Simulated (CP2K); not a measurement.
# GFN2-xTB run of CH3Al (SMILES C[Al])

What is the vertical ionisation energy of CH3Al at GFN2-xTB? 

Program for the calculation: CP2K 2026.2.

6 further runs of the same task are left out: 6 set aside as unsound or not needed.

## 1. The structure to begin with

CH3Al has 5 atoms, charge 0, and is taken as a singlet. SMILES: `C[Al]`. Geometry: relaxed at PBE0-D4/def2-TZVP.

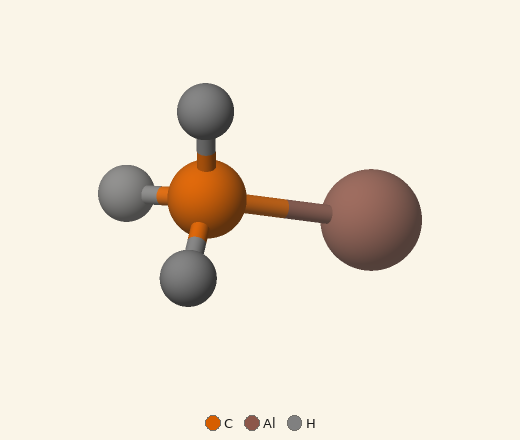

The structure, seen from a chosen angle (carbon orange, aluminium brown, hydrogen grey).

## 2. A single-point energy at GFN2-xTB

File molecule.pdb:

```
HETATM    1 C    MOL A   1      -0.131  -0.058   0.054  1.00  0.00           C
HETATM    2 Al   MOL A   1       1.573   0.689  -0.647  1.00  0.00          AL
HETATM    3 H    MOL A   1      -0.231  -1.127  -0.172  1.00  0.00           H
HETATM    4 H    MOL A   1      -0.205   0.050   1.144  1.00  0.00           H
HETATM    5 H    MOL A   1      -1.006   0.446  -0.379  1.00  0.00           H
END
```

File calc.inp:

```
&FORCE_EVAL
   METHOD Quickstep
   &DFT
      CHARGE 0
      MULTIPLICITY 1
      &QS
         METHOD XTB
         EPS_DEFAULT 1.0E-10
         &XTB
            GFN_TYPE TBLITE
            &TBLITE
               METHOD GFN2
            &END TBLITE
            CHECK_ATOMIC_CHARGES F
         &END XTB
      &END QS
      &POISSON
         PERIODIC NONE
         POISSON_SOLVER ANALYTIC
      &END POISSON
      # self-consistent field
      &SCF
         SCF_GUESS ATOMIC
         EPS_SCF 1.0E-06
         MAX_SCF 150
         ADDED_MOS 8
         &DIAGONALIZATION
            ALGORITHM STANDARD
         &END DIAGONALIZATION
         &MIXING
            METHOD DIRECT_P_MIXING
            ALPHA 0.4
         &END MIXING
      &END SCF
      # extra output
      &PRINT
         &MOMENTS
            PERIODIC F
            REFERENCE COM
            MAX_MOMENT 1
         &END MOMENTS
         &MO ON
            ENERGIES T
            OCCUPATION_NUMBERS T
            NDIGITS 6
            &EACH
               QS_SCF 0
            &END EACH
            ADD_LAST NUMERIC
         &END MO
         &HIRSHFELD OFF
         &END HIRSHFELD
      &END PRINT
   &END DFT
   # atoms, cell and kinds
   &SUBSYS
      # vacuum box
      &CELL
         ABC [angstrom] 12.6 11.8 11.8
         PERIODIC NONE
      &END CELL
      &TOPOLOGY
         COORD_FILE_NAME molecule.pdb
         COORD_FILE_FORMAT PDB
         CONN_FILE_FORMAT OFF
         &CENTER_COORDINATES
         &END CENTER_COORDINATES
      &END TOPOLOGY
   &END SUBSYS
&END FORCE_EVAL
&GLOBAL
   PROJECT calc
   RUN_TYPE ENERGY
   PRINT_LEVEL MEDIUM
&END GLOBAL
```

Started as:

```sh
OMP_NUM_THREADS=1 cp2k.psmp -i calc.inp -o calc.out
```

Standard output:

```text
CP2K| version string:                                       CP2K version 2026.2
[...]
 GLOBAL| Method name                                                        CP2K
[...]
 GLOBAL| Run type                                                         ENERGY
[...]
                             - Atoms:                                          5
[...]
                             - Spherical basis functions:                     16
[...]
 Number of electrons:                                                         10
[...]
  *** SCF run converged in    14 steps ***
[...]
  Fermi energy:                                                -0.23734809859710
[...]
 TB_DIPOLE| Moment [Debye]          0.82137680       0.35915744      -0.33749366
 TB_DIPOLE| Derivative [a.u.]       0.00000000       0.00000000       0.00000000
[...]
 ENERGY| Total FORCE_EVAL ( QS ) energy [hartree]             -4.642123058793670
[...]
```

Run time: 1.2 s. Hardware: 1 thread of Intel Xeon at 2.70GHz, shared host; peak memory 0.19 GiB.

## 3. The doublet cation at the same level

molecule.pdb is that of step 2.

File mol.inp:

```
&GLOBAL
   PROJECT mol
   RUN_TYPE ENERGY
   PRINT_LEVEL MEDIUM
&END GLOBAL
&FORCE_EVAL
   METHOD QS
   &DFT
      CHARGE 1
      MULTIPLICITY 2
      UNRESTRICTED_KOHN_SHAM T
      &QS
         METHOD XTB
         EPS_DEFAULT 1.0E-10
         &XTB
            GFN_TYPE TBLITE
            &TBLITE
               METHOD GFN2
            &END TBLITE
            CHECK_ATOMIC_CHARGES F
         &END XTB
      &END QS
      &POISSON
         PERIODIC NONE
         POISSON_SOLVER ANALYTIC
      &END POISSON
      &SCF
         SCF_GUESS ATOMIC
         EPS_SCF 1.0E-06
         MAX_SCF 150
         ADDED_MOS 8
         &DIAGONALIZATION
            ALGORITHM STANDARD
         &END DIAGONALIZATION
         &MIXING
            METHOD DIRECT_P_MIXING
            ALPHA 0.4
         &END MIXING
         &SMEAR ON
            METHOD FERMI_DIRAC
            ELECTRONIC_TEMPERATURE [K] 300
            FIXED_MAGNETIC_MOMENT 1.0
         &END SMEAR
      &END SCF
      &PRINT
         &MOMENTS
            PERIODIC F
            REFERENCE COM
            MAX_MOMENT 1
         &END MOMENTS
         &MO ON
            ENERGIES T
            OCCUPATION_NUMBERS T
            NDIGITS 6
            &EACH
               QS_SCF 0
            &END EACH
            ADD_LAST NUMERIC
         &END MO
         &HIRSHFELD OFF
         &END HIRSHFELD
      &END PRINT
   &END DFT
   &SUBSYS
      &CELL
         ABC [angstrom] 12.6 11.8 11.8
         PERIODIC NONE
      &END CELL
      &TOPOLOGY
         COORD_FILE_NAME molecule.pdb
         COORD_FILE_FORMAT PDB
         CONN_FILE_FORMAT OFF
         &CENTER_COORDINATES
         &END CENTER_COORDINATES
      &END TOPOLOGY
   &END SUBSYS
&END FORCE_EVAL
```

Started as:

```sh
OMP_NUM_THREADS=1 cp2k.psmp mol.inp > mol.out
```

Standard output:

```text
CP2K| version string:                                       CP2K version 2026.2
[...]
 GLOBAL| Method name                                                        CP2K
[...]
 GLOBAL| Run type                                                         ENERGY
[...]
                             - Atoms:                                          5
[...]
                             - Spherical basis functions:                     16
[...]
 Number of electrons:                                                          5
[...]
  *** SCF run converged in    31 steps ***
[...]
  Fermi energy:                                                -0.58324310690242
[...]
 TB_DIPOLE| Moment [Debye]         -0.51283713      -0.22298128       0.21051083
 TB_DIPOLE| Derivative [a.u.]       0.00000000       0.00000000       0.00000000
[...]
 ENERGY| Total FORCE_EVAL ( QS ) energy [hartree]             -4.198129678486992
[...]
```

It took 1.4 s on 1 thread of Intel Xeon at 2.70GHz, shared host; peak memory 0.19 GiB.

## 4. What came out

Level: GFN2-xTB.

```
                                                quantity         value
                             singlet CH3Al: total energy   -4.64212 Eh
singlet CH3Al: dipole moment (from atomic charges alone)        0.96 D
                              singlet CH3Al: HOMO energy      -7.99 eV
                              singlet CH3Al: LUMO energy      -5.53 eV
                            singlet CH3Al: HOMO–LUMO gap       2.46 eV
                        singlet CH3Al: dispersion energy  -4.45 kJ/mol
                            doublet cation: total energy   -4.19813 Eh
      doublet cation: HOMO energy (highest over α and β)     -16.63 eV
       doublet cation: LUMO energy (lowest over α and β)     -16.12 eV
                       doublet cation: dispersion energy  -3.25 kJ/mol
      vertical ionisation energy (to the doublet cation)     12.082 eV
```

What this shows: The vertical ionisation energy comes to 12.08 eV (1166 kJ/mol). No empirical shift is applied, and without it xTB methods put this difference several eV too high. The dipole (singlet CH3Al) comes from point charges on the atoms alone, without atomic dipoles, so it is partial.
